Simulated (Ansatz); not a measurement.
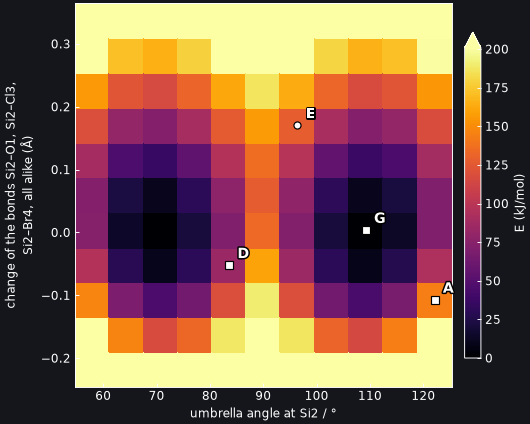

BrClHOSi, SMILES O[Si](Cl)Br, spin multiplicity 2. Coordinates scanned: (1) umbrella angle at Si2 (between each of its bonds and their common axis; 90 is planar); (2) change of the bonds Si2–O1, Si2–Cl3, Si2–Br4, all alike. Nothing is relaxed (all other coordinates rigid). The grid has 11 × 11 points. Points are written as (first, second). Energies: kJ/mol, counted from the lowest grid point. Energies and slopes of some neighbouring points disagree (a jump in structure or state, or too coarse a mesh). Theory: UKS PBE0-D4/def2-SVP (Ansatz 0.2.0).

Drawn: one coloured cell a grid point, one colour for all values above the top of the scale, lettered points.

> Is A the lowest point of the computed grid?

No. A lies 144 kJ/mol above the lowest grid point, which is at (109.2°, 0.004 Å).

> Rank the lettered points by energy, lowest first.

G (0 kJ/mol), D (83 kJ/mol), E (127 kJ/mol), A (144 kJ/mol).
